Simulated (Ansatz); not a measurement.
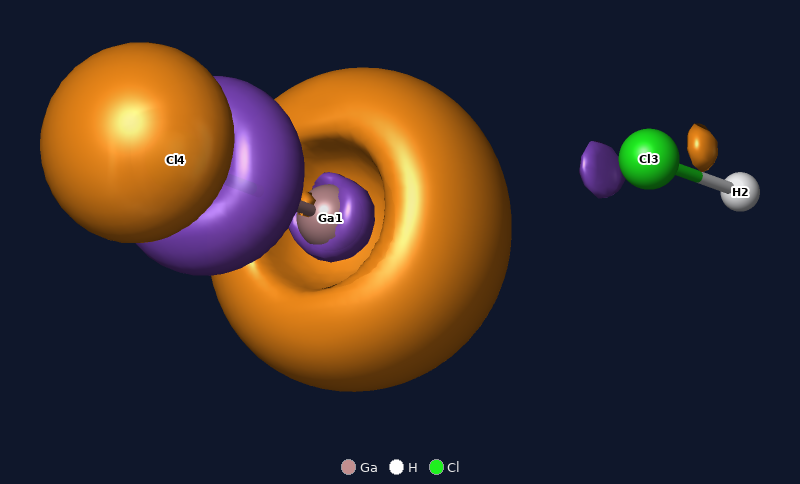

*ClGa···HCl. The HOMO at ±0.15 Å⁻³ᐟ² (orange and purple are the two phases), seen from one side.*

Level of theory: Ansatz, RKS B3LYP-D4/def2-SVP.

```yaml
atoms:
  - { symbol: Ga, position_ang: [-1.2738, 0.0000, 0.5485] }
  - { symbol: H, position_ang: [2.1349, 0.0000, 1.6069] }
  - { symbol: Cl, position_ang: [1.9952, 0.0000, 0.3228] }
  - { symbol: Cl, position_ang: [-1.4789, 0.0000, -1.6829] }
```

**What is the character of this orbital?**

It lies mainly on Ga1 (about 60 %) and Cl4 (about 35 %); it is symmetric in the molecular plane (an in-plane orbital: σ, lone-pair or in-plane π type). Its energy is −6.87 eV.
